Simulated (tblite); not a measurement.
Geometry relaxation, with input and output: C$_{2}$H$_{7}$F$_{3}$OSi$_{2}$ (part 2 of 2)

The same run, continued: C$_{2}$H$_{7}$F$_{3}$OSi$_{2}$, SMILES CO[Si@@H]([SiH3])C(F)(F)F; GFN2-xTB geometry optimisation, gas phase (tblite 0.8.0). It belongs to a series of runs on one base structure; here: constitutional isomer.

Geometry of the input (Å):
```
C  2.3646  0.1324  -0.5653
O  1.1274  0.8267  -0.3518
Si -0.0165  0.0899  0.6363
Si -1.9274  1.4079  0.7030
C  -0.6509  -1.5394  0.1108
F  -1.2437  -1.4953  -1.1201
F  -1.5610  -2.0421  0.9658
F  0.3635  -2.4413  0.0237
H  2.8838  -0.0662  0.3792
H  2.9932  0.7741  -1.1737
H  2.1871  -0.8012  -1.1130
H  0.5615  0.0370  2.0073
H  -2.5599  1.5267  -0.6211
H  -2.9217  0.8200  1.6458
H  -1.6044  2.7785  1.1993
```

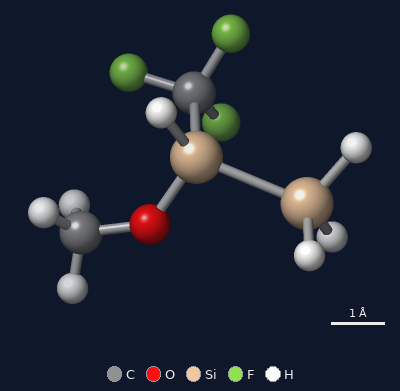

*The geometry at step 53 of the log (ball-and-stick view, seen at a tilt).*

## Trajectory as extended XYZ, continued
```
15
Properties=species:S:1:pos:R:3:forces:R:3 step=36 energy=-805.87890
C     2.2589    0.2107   -0.6080    0.0300  -0.0070   0.0090
O     1.0388    0.7006   -0.1081    0.0150  -0.0080  -0.0100
Si   -0.0742    0.0918    0.8865   -0.0020   0.0270   0.0290
Si   -1.8454    1.5393    0.6511   -0.0670   0.0150  -0.0140
C    -0.5992   -1.6597    0.1719   -0.0090  -0.0430   0.0020
F    -1.1357   -1.5798   -1.0674    0.0070   0.0350  -0.0170
F    -1.5223   -2.2931    0.9261   -0.0150  -0.0090   0.0220
F     0.4386   -2.5205    0.0611    0.0330  -0.0100   0.0020
H     2.9555    0.0111    0.2068   -0.0010   0.0170   0.0230
H     2.6756    0.9764   -1.2623   -0.0140  -0.0230  -0.0110
H     2.1057   -0.7121   -1.1690   -0.0220   0.0210  -0.0150
H     0.4980   -0.3485    2.1689    0.0070  -0.0050  -0.0210
H    -2.3377    1.6145   -0.7302    0.0030   0.0190   0.0450
H    -2.9452    1.0803    1.5040   -0.0040  -0.0070  -0.0200
H    -1.5158    2.8969    1.0948    0.0390  -0.0220  -0.0240
15
Properties=species:S:1:pos:R:3:forces:R:3 step=38 energy=-805.87983
C     2.2579    0.2119   -0.6075   -0.0010  -0.0030   0.0030
O     1.0373    0.6996   -0.1057    0.0100   0.0130  -0.0020
Si   -0.0740    0.0915    0.8919   -0.0200  -0.0030  -0.0300
Si   -1.8469    1.5384    0.6503   -0.0400   0.0130  -0.0010
C    -0.5965   -1.6623    0.1737    0.0020  -0.0120   0.0010
F    -1.1311   -1.5773   -1.0667   -0.0040   0.0250   0.0030
F    -1.5212   -2.2948    0.9275   -0.0030  -0.0120  -0.0040
F     0.4402   -2.5247    0.0596    0.0150   0.0030   0.0180
H     2.9543    0.0160    0.2085    0.0010  -0.0050  -0.0080
H     2.6729    0.9743   -1.2664   -0.0140   0.0110   0.0090
H     2.1007   -0.7075   -1.1723   -0.0010  -0.0160   0.0140
H     0.4964   -0.3531    2.1719    0.0210  -0.0020   0.0020
H    -2.3384    1.6177   -0.7302    0.0040   0.0150   0.0300
H    -2.9516    1.0845    1.4996    0.0040  -0.0050  -0.0160
H    -1.5046    2.8938    1.0922    0.0250  -0.0220  -0.0190
15
Properties=species:S:1:pos:R:3:forces:R:3 step=40 energy=-805.88019
C     2.2552    0.2142   -0.6077   -0.0130   0.0000  -0.0020
O     1.0360    0.7002   -0.1004   -0.0010   0.0070   0.0050
Si   -0.0764    0.0887    0.8947   -0.0060  -0.0060  -0.0190
Si   -1.8474    1.5390    0.6499    0.0120  -0.0090   0.0110
C    -0.5952   -1.6662    0.1748    0.0050   0.0120   0.0060
F    -1.1288   -1.5771   -1.0661    0.0030   0.0060   0.0130
F    -1.5205   -2.2999    0.9270    0.0060  -0.0140  -0.0170
F     0.4430   -2.5270    0.0607   -0.0040   0.0080   0.0120
H     2.9552    0.0192    0.2055    0.0010  -0.0100  -0.0140
H     2.6658    0.9772   -1.2686   -0.0110   0.0140   0.0130
H     2.0955   -0.7044   -1.1732    0.0060  -0.0210   0.0220
H     0.4938   -0.3569    2.1759    0.0130   0.0050  -0.0140
H    -2.3314    1.6192   -0.7306   -0.0160   0.0160  -0.0100
H    -2.9551    1.0906    1.4955   -0.0140  -0.0090   0.0010
H    -1.4939    2.8913    1.0887    0.0190  -0.0020  -0.0080
15
Properties=species:S:1:pos:R:3:forces:R:3 step=42 energy=-805.88054
C     2.2526    0.2154   -0.6078   -0.0090   0.0040   0.0000
O     1.0351    0.7013   -0.0967   -0.0100  -0.0080   0.0040
Si   -0.0785    0.0861    0.8949    0.0110   0.0080   0.0270
Si   -1.8480    1.5388    0.6503    0.0300  -0.0190  -0.0010
C    -0.5940   -1.6682    0.1764   -0.0020   0.0100   0.0040
F    -1.1266   -1.5752   -1.0645    0.0070  -0.0100   0.0020
F    -1.5197   -2.3048    0.9254    0.0040  -0.0100  -0.0130
F     0.4452   -2.5277    0.0629   -0.0050   0.0070   0.0000
H     2.9558    0.0208    0.2028   -0.0020  -0.0060  -0.0110
H     2.6597    0.9800   -1.2691   -0.0070   0.0020   0.0080
H     2.0924   -0.7042   -1.1720    0.0050  -0.0080   0.0180
H     0.4938   -0.3595    2.1769    0.0010   0.0130  -0.0320
H    -2.3290    1.6227   -0.7307   -0.0200   0.0130  -0.0180
H    -2.9592    1.0935    1.4923   -0.0150  -0.0060   0.0080
H    -1.4841    2.8890    1.0850    0.0120   0.0090   0.0050
15
Properties=species:S:1:pos:R:3:forces:R:3 step=45 energy=-805.88084
C     2.2522    0.2144   -0.6073   -0.0010  -0.0020   0.0040
O     1.0346    0.7011   -0.0981   -0.0090  -0.0030  -0.0020
Si   -0.0782    0.0875    0.8948   -0.0020  -0.0010   0.0070
Si   -1.8490    1.5373    0.6503   -0.0030   0.0040  -0.0100
C    -0.5933   -1.6669    0.1778   -0.0050  -0.0020  -0.0040
F    -1.1248   -1.5720   -1.0634    0.0040  -0.0110  -0.0110
F    -1.5193   -2.3061    0.9238   -0.0050  -0.0040  -0.0010
F     0.4456   -2.5265    0.0641    0.0070   0.0090  -0.0030
H     2.9551    0.0197    0.2031    0.0020   0.0020   0.0060
H     2.6596    0.9793   -1.2679   -0.0030  -0.0050  -0.0050
H     2.0938   -0.7072   -1.1687   -0.0030   0.0020   0.0040
H     0.4981   -0.3587    2.1723    0.0110   0.0080   0.0070
H    -2.3365    1.6279   -0.7296   -0.0040   0.0030   0.0030
H    -2.9622    1.0904    1.4915    0.0110   0.0060  -0.0020
H    -1.4801    2.8877    1.0834    0.0010  -0.0060   0.0080
15
Properties=species:S:1:pos:R:3:forces:R:3 step=47 energy=-805.88093
C     2.2515    0.2146   -0.6070   -0.0020  -0.0030   0.0030
O     1.0335    0.7006   -0.0977    0.0000   0.0010  -0.0020
Si   -0.0784    0.0877    0.8965   -0.0100  -0.0100  -0.0210
Si   -1.8488    1.5374    0.6493   -0.0050   0.0090   0.0020
C    -0.5937   -1.6671    0.1777    0.0010   0.0000  -0.0040
F    -1.1239   -1.5731   -1.0642    0.0020  -0.0040  -0.0020
F    -1.5196   -2.3074    0.9232   -0.0010  -0.0030  -0.0050
F     0.4463   -2.5256    0.0640    0.0040   0.0090   0.0030
H     2.9552    0.0199    0.2029   -0.0010   0.0060   0.0080
H     2.6585    0.9792   -1.2682   -0.0050  -0.0040  -0.0030
H     2.0934   -0.7072   -1.1677   -0.0050  -0.0030  -0.0010
H     0.4993   -0.3581    2.1724    0.0140   0.0020   0.0210
H    -2.3371    1.6290   -0.7299   -0.0030   0.0020  -0.0020
H    -2.9618    1.0912    1.4911    0.0100   0.0060  -0.0020
H    -1.4786    2.8871    1.0839    0.0000  -0.0070   0.0050
15
Properties=species:S:1:pos:R:3:forces:R:3 step=49 energy=-805.88104
C     2.2497    0.2149   -0.6061   -0.0020  -0.0050  -0.0030
O     1.0315    0.7003   -0.0969    0.0050   0.0000   0.0020
Si   -0.0796    0.0865    0.8978   -0.0050  -0.0070  -0.0180
Si   -1.8485    1.5374    0.6479    0.0030   0.0050   0.0080
C    -0.5941   -1.6680    0.1775    0.0070   0.0010  -0.0030
F    -1.1219   -1.5750   -1.0656   -0.0030   0.0020   0.0040
F    -1.5199   -2.3101    0.9214    0.0040  -0.0030  -0.0100
F     0.4482   -2.5237    0.0644    0.0040   0.0000   0.0090
H     2.9551    0.0211    0.2027   -0.0090   0.0100   0.0080
H     2.6551    0.9790   -1.2689   -0.0020  -0.0040  -0.0010
H     2.0914   -0.7075   -1.1657   -0.0020  -0.0070  -0.0030
H     0.5018   -0.3565    2.1738    0.0030  -0.0010   0.0080
H    -2.3380    1.6314   -0.7304   -0.0020   0.0020  -0.0060
H    -2.9616    1.0935    1.4899    0.0010   0.0020   0.0030
H    -1.4736    2.8847    1.0846   -0.0020   0.0020   0.0040
15
Properties=species:S:1:pos:R:3:forces:R:3 step=51 energy=-805.88109
C     2.2491    0.2145   -0.6058   -0.0010  -0.0020  -0.0030
O     1.0311    0.7003   -0.0968    0.0010  -0.0010   0.0000
Si   -0.0802    0.0856    0.8972    0.0020   0.0030   0.0050
Si   -1.8485    1.5376    0.6476    0.0020   0.0010   0.0000
C    -0.5939   -1.6682    0.1773    0.0050  -0.0020  -0.0020
F    -1.1212   -1.5752   -1.0659   -0.0010   0.0010   0.0000
F    -1.5198   -2.3112    0.9202    0.0040  -0.0040  -0.0070
F     0.4493   -2.5228    0.0651    0.0050  -0.0050   0.0050
H     2.9545    0.0220    0.2034   -0.0100   0.0070   0.0030
H     2.6538    0.9785   -1.2691    0.0010  -0.0040  -0.0030
H     2.0906   -0.7082   -1.1650    0.0010  -0.0050   0.0000
H     0.5033   -0.3557    2.1742   -0.0080   0.0020  -0.0090
H    -2.3391    1.6328   -0.7307    0.0020   0.0020   0.0010
H    -2.9617    1.0942    1.4896   -0.0010   0.0020   0.0050
H    -1.4717    2.8839    1.0851   -0.0020   0.0060   0.0050
15
Properties=species:S:1:pos:R:3:forces:R:3 step=53 energy=-805.88113
C     2.2486    0.2139   -0.6059   -0.0020   0.0010   0.0000
O     1.0308    0.6999   -0.0968   -0.0060   0.0010  -0.0060
Si   -0.0806    0.0853    0.8970    0.0020   0.0060   0.0100
Si   -1.8482    1.5382    0.6475   -0.0030   0.0000  -0.0020
C    -0.5933   -1.6685    0.1770    0.0000  -0.0040   0.0020
F    -1.1206   -1.5754   -1.0662    0.0080  -0.0020  -0.0040
F    -1.5194   -2.3125    0.9186    0.0010  -0.0040   0.0010
F     0.4505   -2.5225    0.0662    0.0030  -0.0040  -0.0030
H     2.9533    0.0234    0.2043   -0.0030   0.0000  -0.0010
H     2.6529    0.9776   -1.2697    0.0020  -0.0040  -0.0040
H     2.0904   -0.7092   -1.1646    0.0030  -0.0020   0.0060
H     0.5039   -0.3555    2.1739   -0.0100   0.0010  -0.0110
H    -2.3399    1.6341   -0.7309    0.0060   0.0020   0.0080
H    -2.9614    1.0949    1.4898    0.0010   0.0030   0.0020
H    -1.4713    2.8843    1.0859   -0.0010   0.0040   0.0030
15
Properties=species:S:1:pos:R:3:forces:R:3 step=56 energy=-805.88122
C     2.2463    0.2137   -0.6061   -0.0020   0.0020   0.0030
O     1.0285    0.6993   -0.0966   -0.0090   0.0050  -0.0140
Si   -0.0819    0.0851    0.8984   -0.0070  -0.0040  -0.0200
Si   -1.8475    1.5400    0.6470    0.0000   0.0050   0.0130
C    -0.5921   -1.6703    0.1766    0.0000   0.0000   0.0030
F    -1.1175   -1.5774   -1.0675    0.0180  -0.0010   0.0000
F    -1.5185   -2.3170    0.9153    0.0000  -0.0010   0.0070
F     0.4539   -2.5224    0.0680   -0.0040   0.0040  -0.0070
H     2.9506    0.0267    0.2049    0.0080  -0.0050  -0.0010
H     2.6499    0.9761   -1.2719   -0.0010  -0.0030  -0.0030
H     2.0894   -0.7111   -1.1626    0.0010  -0.0010   0.0100
H     0.5030   -0.3556    2.1735   -0.0030  -0.0050   0.0100
H    -2.3385    1.6370   -0.7309    0.0040   0.0030   0.0010
H    -2.9606    1.0985    1.4902   -0.0030   0.0010   0.0020
H    -1.4693    2.8854    1.0879   -0.0020  -0.0010  -0.0020
15
Properties=species:S:1:pos:R:3:forces:R:3 step=58 energy=-805.88138
C     2.2420    0.2131   -0.6058    0.0020   0.0000   0.0020
O     1.0232    0.6995   -0.0998   -0.0050  -0.0020  -0.0130
Si   -0.0849    0.0848    0.8979   -0.0120  -0.0130  -0.0340
Si   -1.8470    1.5434    0.6478    0.0060   0.0060   0.0220
C    -0.5897   -1.6733    0.1763    0.0060   0.0040  -0.0040
F    -1.1091   -1.5804   -1.0704    0.0090  -0.0020   0.0030
F    -1.5167   -2.3248    0.9100    0.0020   0.0080   0.0030
F     0.4597   -2.5219    0.0702   -0.0030   0.0060  -0.0010
H     2.9459    0.0320    0.2068    0.0130  -0.0030   0.0020
H     2.6451    0.9715   -1.2763   -0.0030   0.0020  -0.0010
H     2.0881   -0.7155   -1.1567   -0.0050  -0.0010   0.0080
H     0.5008   -0.3544    2.1722    0.0050  -0.0080   0.0230
H    -2.3368    1.6430   -0.7296   -0.0020   0.0050  -0.0080
H    -2.9599    1.1043    1.4917   -0.0110  -0.0030   0.0040
H    -1.4653    2.8867    1.0919   -0.0010   0.0000  -0.0050
15
Properties=species:S:1:pos:R:3:forces:R:3 step=60 energy=-805.88152
C     2.2396    0.2116   -0.6053    0.0040  -0.0010  -0.0010
O     1.0188    0.7001   -0.1057   -0.0010  -0.0110  -0.0030
Si   -0.0871    0.0847    0.8942   -0.0030  -0.0050  -0.0020
Si   -1.8474    1.5459    0.6499    0.0000   0.0000   0.0070
C    -0.5873   -1.6749    0.1756    0.0070   0.0030  -0.0090
F    -1.1016   -1.5817   -1.0730   -0.0070  -0.0070  -0.0040
F    -1.5149   -2.3290    0.9062    0.0030   0.0140  -0.0030
F     0.4640   -2.5209    0.0718    0.0060   0.0000   0.0050
H     2.9417    0.0356    0.2101    0.0080   0.0020   0.0000
H     2.6436    0.9660   -1.2796   -0.0010   0.0030  -0.0020
H     2.0880   -0.7206   -1.1506   -0.0050  -0.0020   0.0050
H     0.4998   -0.3519    2.1702    0.0000  -0.0010   0.0060
H    -2.3384    1.6485   -0.7275   -0.0010   0.0050   0.0010
H    -2.9600    1.1068    1.4943   -0.0100  -0.0030   0.0030
H    -1.4634    2.8877    1.0958    0.0000   0.0030  -0.0040
15
Properties=species:S:1:pos:R:3:forces:R:3 step=62 energy=-805.88157
C     2.2403    0.2107   -0.6052    0.0020  -0.0010  -0.0010
O     1.0184    0.6997   -0.1083    0.0010  -0.0070   0.0030
Si   -0.0873    0.0849    0.8923    0.0040   0.0040   0.0150
Si   -1.8482    1.5461    0.6510   -0.0060  -0.0030  -0.0030
C    -0.5866   -1.6743    0.1748    0.0020   0.0010  -0.0060
F    -1.1010   -1.5816   -1.0737   -0.0050  -0.0090  -0.0080
F    -1.5145   -2.3274    0.9057    0.0010   0.0100  -0.0020
F     0.4646   -2.5205    0.0720    0.0050  -0.0020   0.0020
H     2.9414    0.0357    0.2115    0.0030   0.0030  -0.0030
H     2.6450    0.9644   -1.2799   -0.0010   0.0000  -0.0010
H     2.0886   -0.7222   -1.1490    0.0010  -0.0030   0.0020
H     0.5003   -0.3507    2.1694   -0.0050   0.0020  -0.0070
H    -2.3405    1.6497   -0.7264    0.0020   0.0040   0.0090
H    -2.9605    1.1055    1.4955   -0.0040   0.0000   0.0000
H    -1.4643    2.8880    1.0965    0.0000   0.0020  -0.0020
15
Properties=species:S:1:pos:R:3:forces:R:3 step=65 energy=-805.88164
C     2.2392    0.2097   -0.6051   -0.0020  -0.0030   0.0000
O     1.0159    0.6979   -0.1107    0.0080   0.0080   0.0090
Si   -0.0887    0.0849    0.8920    0.0010   0.0020  -0.0030
Si   -1.8490    1.5475    0.6527   -0.0020  -0.0010   0.0030
C    -0.5846   -1.6749    0.1727   -0.0040   0.0010   0.0010
F    -1.0978   -1.5850   -1.0765    0.0070  -0.0070  -0.0030
F    -1.5132   -2.3276    0.9029   -0.0010   0.0010   0.0040
F     0.4682   -2.5200    0.0737   -0.0050   0.0030  -0.0020
H     2.9405    0.0386    0.2124   -0.0010   0.0040  -0.0040
H     2.6433    0.9618   -1.2823   -0.0050  -0.0050   0.0000
H     2.0882   -0.7256   -1.1449    0.0090  -0.0030  -0.0040
H     0.4992   -0.3497    2.1686   -0.0020  -0.0020   0.0000
H    -2.3406    1.6539   -0.7243   -0.0020   0.0020   0.0030
H    -2.9618    1.1073    1.4971   -0.0010   0.0020  -0.0020
H    -1.4633    2.8892    1.0980   -0.0010  -0.0030   0.0000
15
Properties=species:S:1:pos:R:3:forces:R:3 step=67 energy=-805.88168
C     2.2375    0.2094   -0.6052    0.0010  -0.0010   0.0000
O     1.0146    0.6975   -0.1099    0.0070   0.0070   0.0050
Si   -0.0900    0.0844    0.8927   -0.0030  -0.0020  -0.0150
Si   -1.8489    1.5486    0.6536    0.0040   0.0010   0.0050
C    -0.5836   -1.6760    0.1719   -0.0010   0.0020   0.0000
F    -1.0945   -1.5882   -1.0784    0.0040  -0.0020   0.0010
F    -1.5123   -2.3296    0.9012   -0.0020   0.0000   0.0020
F     0.4706   -2.5197    0.0749   -0.0040   0.0030   0.0010
H     2.9400    0.0415    0.2117    0.0030   0.0010   0.0000
H     2.6398    0.9606   -1.2842   -0.0040  -0.0020  -0.0040
H     2.0878   -0.7272   -1.1431    0.0040  -0.0020  -0.0010
H     0.4976   -0.3506    2.1689    0.0010  -0.0040   0.0070
H    -2.3388    1.6569   -0.7234   -0.0060   0.0010  -0.0050
H    -2.9628    1.1104    1.4971   -0.0030   0.0000   0.0000
H    -1.4613    2.8899    1.0986   -0.0010  -0.0030   0.0020
15
Properties=species:S:1:pos:R:3:forces:R:3 step=69 energy=-805.88171
C     2.2371    0.2089   -0.6052    0.0040   0.0030   0.0000
O     1.0149    0.6976   -0.1091    0.0020   0.0020   0.0020
Si   -0.0906    0.0840    0.8922   -0.0010  -0.0010  -0.0050
Si   -1.8491    1.5490    0.6545    0.0020   0.0010  -0.0010
C    -0.5832   -1.6761    0.1712    0.0000   0.0000   0.0000
F    -1.0926   -1.5902   -1.0797   -0.0020   0.0010   0.0010
F    -1.5120   -2.3294    0.9008   -0.0030   0.0000  -0.0010
F     0.4714   -2.5193    0.0755    0.0000  -0.0010   0.0050
H     2.9404    0.0431    0.2113    0.0060  -0.0020   0.0010
H     2.6377    0.9597   -1.2854    0.0010   0.0010  -0.0090
H     2.0884   -0.7285   -1.1423   -0.0020   0.0010   0.0040
H     0.4966   -0.3513    2.1689   -0.0030  -0.0030   0.0010
H    -2.3387    1.6587   -0.7226   -0.0050  -0.0010  -0.0030
H    -2.9640    1.1115    1.4973   -0.0010   0.0000   0.0000
H    -1.4609    2.8902    1.0988    0.0000  -0.0020   0.0050
```

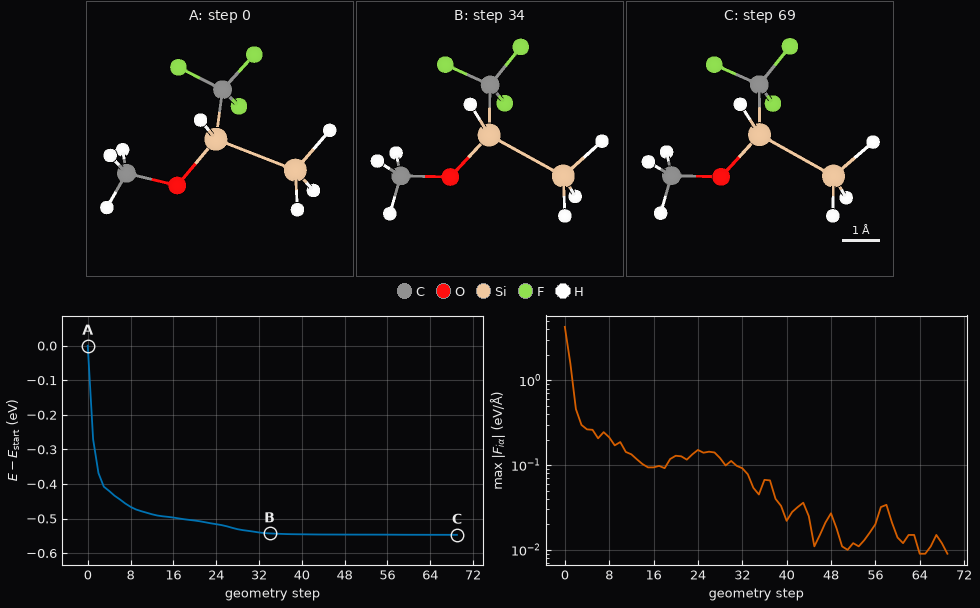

*Frames of the relaxation (ball-and-stick view, seen at a tilt) above the curves, on which the letters mark them (steps are counted from 0).*

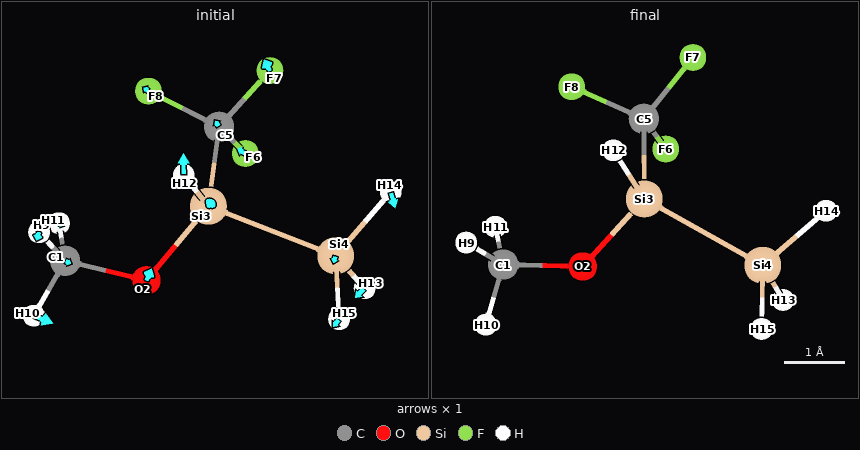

*Before (left) and after (right) the relaxation, at one scale (ball-and-stick view, seen at a tilt). The teal arrows give the displacements, at true length.*

H12 moves most after the best rigid fit: 0.43 Å. By element the largest moves are H 0.43 Å, F 0.30 Å, O 0.30 Å, Si 0.27 Å, C 0.16 Å. Distances before and after: Si3–C5 1.826 → 1.965 Å, O2–Si3 1.682 → 1.613 Å, C1–O2 1.435 → 1.407 Å, Si4–H14 1.491 → 1.464 Å. Among the angles that change: Si4–Si3–H12 108.3° → 125.7°, C1–O2–Si3 117.5° → 133.0°, C5–Si3–H12 111.6° → 98.8°. The energy falls by 0.547 eV in 69 geometry steps. Largest force component: 4.3 eV/Å at the start, 0.009 eV/Å at the end. (Atoms are counted from 1 in the order of the input.)

## Key numbers

```json
{"quantity": "outcome", "value": "converged"}
{"quantity": "total energy", "value": "−805.8817 eV"}
{"quantity": "hardware", "value": "1 CPU thread, shared host"}
{"quantity": "peak memory", "value": "0.18 GiB"}
```
